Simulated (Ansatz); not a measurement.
# C2H3Cl2F (SMILES CC(F)(Cl)Cl) at RPA@PBE/6-31G(d) (spherical functions)

What is the vertical ionisation energy of C2H3Cl2F at RPA@PBE/6-31G* (spherical functions)? 

The results are computed with Ansatz 0.2.0.

69 further runs of the same task are left out: 1 that didn't finish, 68 set aside as unsound or not needed.

## 1. The system as given

C2H3Cl2F: 8 atoms, total charge 0, spin state singlet. As SMILES, `CC(F)(Cl)Cl`. Geometry: relaxed at PBE0-D4/def2-TZVP.

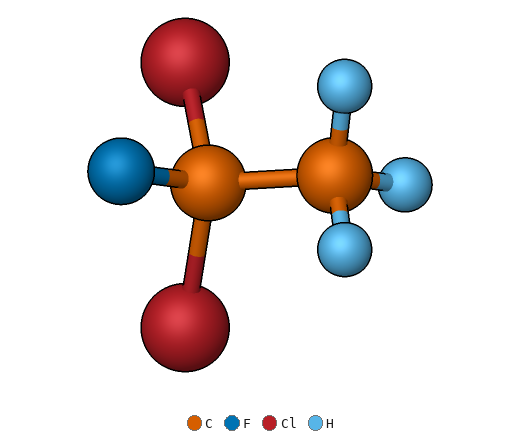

The structure, seen from a chosen angle (carbon orange, fluorine blue, chlorine red, hydrogen blue).

## 2. A single-point energy at RPA@PBE/6-31G(d) (spherical functions)

job.yaml reads:

```yaml
crystal:
  periodic: [false, false, false]
  atoms:
    - {symbol: C, position_ang: [-0.133500, -0.505900, 0.646300]}
    - {symbol: C, position_ang: [0.199400, 0.391300, -0.511300]}
    - {symbol: F, position_ang: [1.523600, 0.643200, -0.537400]}
    - {symbol: Cl, position_ang: [-0.232400, -0.372700, -2.055900]}
    - {symbol: Cl, position_ang: [-0.641100, 1.950200, -0.373000]}
    - {symbol: H, position_ang: [0.163400, -0.011800, 1.572000]}
    - {symbol: H, position_ang: [0.414900, -1.442000, 0.535900]}
    - {symbol: H, position_ang: [-1.202100, -0.709300, 0.667600]}
basis:
  gaussian:
    orbitals: 6-31G_st_-spherical.json
hamiltonian:
  xc: {name: PBE}
correlation:
  method: rpa
  frozen_orbitals: {C: 1, Cl: 5, F: 1, H: 0}
accuracy: high
```

The basis set 6-31G* is read from a file made from the Basis Set Exchange's data (not shown).

On the command line:

```console
$ ansatz run job.yaml --threads 1 --pin off --max-ram 3480MiB --events-out events.jsonl --progress --plain --runs-dir runs
```

Log:

```text
Warning: RAYON_NUM_THREADS=1 ignored (pool sized by the plan → 1); use --threads N
Functional definition: PBE
  name "PBE"
  parameter kappa = 0.804
  parameter beta = 0.06672455060314922
  exchange = pbe_x(kappa = kappa, mu = beta*pi^2/3)
  correlation = pbe_c(beta = beta)
1944 factors; integrals over basis functions are off by at most 3.8e-9 eV
mean field evaluation 1: about -29864.1472 eV, gradient 4.3e1 eV
mean field evaluation 2: about -29864.1333 eV, gradient 4.3e1 eV
mean field evaluation 4: about -29868.0846 eV, gradient 7.3e0 eV
mean field evaluation 8: about -29868.2002 eV, gradient 2.0e-1 eV
mean field evaluation 16: about -29868.2003 eV, gradient 3.0e-6 eV
mean field -29868.20031729 eV, -1097.6361162670 hartree, gradient 8.0e-8 eV, S^2 0.000000; 0 other end points of the search recorded, 0 dependent functions left out
13 core orbitals not correlated: weight in the atoms' cores, before any rotation towards them, 1.000 or more for the frozen orbitals, at most 0.000 for the correlated occupied ones
reference -29819.03050278 eV, -1095.8291589122 hartree; 16, 16 occupied and 55, 55 virtual orbitals, 1944 factors
Total energy: -29848.28430929 eV, -1096.9042164725 hartree
```

It took 11 s on 1 thread of Arm Neoverse V2, shared host; peak memory 0.3 GiB.

## 3. The doublet cation, same level

run.yaml reads:

```yaml
crystal:
  periodic: [false, false, false]
  atoms:
    - {symbol: C, position_ang: [-0.133500, -0.505900, 0.646300]}
    - {symbol: C, position_ang: [0.199400, 0.391300, -0.511300]}
    - {symbol: F, position_ang: [1.523600, 0.643200, -0.537400]}
    - {symbol: Cl, position_ang: [-0.232400, -0.372700, -2.055900]}
    - {symbol: Cl, position_ang: [-0.641100, 1.950200, -0.373000]}
    - {symbol: H, position_ang: [0.163400, -0.011800, 1.572000]}
    - {symbol: H, position_ang: [0.414900, -1.442000, 0.535900]}
    - {symbol: H, position_ang: [-1.202100, -0.709300, 0.667600]}
basis:
  gaussian:
    orbitals: 6-31G_st_-spherical.json
total_charge: 1
magnetization:
  spin_polarized: true
  initial_magnetization: 1
hamiltonian:
  xc: pbe
correlation:
  method: rpa
  frozen_orbitals: {C: 1, Cl: 5, F: 1, H: 0}
accuracy: high
```

The basis set 6-31G* is read from a file made from the Basis Set Exchange's data (not shown).

On the command line:

```console
$ ansatz run run.yaml --threads 1 --pin off --max-ram 3480MiB --events-out events.jsonl --progress --plain --runs-dir runs
```

Log, cut to the lines that bear on the results:

```text
Warning: RAYON_NUM_THREADS=1 ignored (pool sized by the plan → 1); use --threads N
Functional definition: PBE
  name "PBE"
[...]
1945 factors; integrals over basis functions are off by at most 3.9e-9 eV
[...]
mean field -29857.48124794 eV, -1097.2421977342 hartree, gradient 2.5e-8 eV, S^2 0.751424; 12 other end points of the search recorded, 0 dependent functions left out
13 core orbitals not correlated: weight in the atoms' cores, before any rotation towards them, 1.000 or more for the frozen orbitals, at most 0.000 for the correlated occupied ones
reference -29807.33334454 eV, -1095.3992962757 hartree; 16, 15 occupied and 55, 56 virtual orbitals, 1945 factors
Total energy: -29837.64368866 eV, -1096.5131808769 hartree
```

Run time: 42 s. Hardware: 1 thread of Arm Neoverse V2, shared host; peak memory 0.42 GiB.

## 4. Results

Level: RPA@PBE/6-31G* (spherical functions), 13 core orbitals frozen.

```
                                          quantity           value
                    singlet C2H3Cl2F: total energy  -1096.90422 Eh
singlet C2H3Cl2F: RPA correlation energy (valence)     -1075.1 mEh
                      doublet cation: total energy  -1096.51318 Eh
  doublet cation: RPA correlation energy (valence)     -1113.9 mEh
 doublet cation: ⟨S²⟩ of the reference determinant           0.751
vertical ionisation energy (to the doublet cation)       10.641 eV
```

The vertical ionisation energy comes to 10.64 eV (1027 kJ/mol).
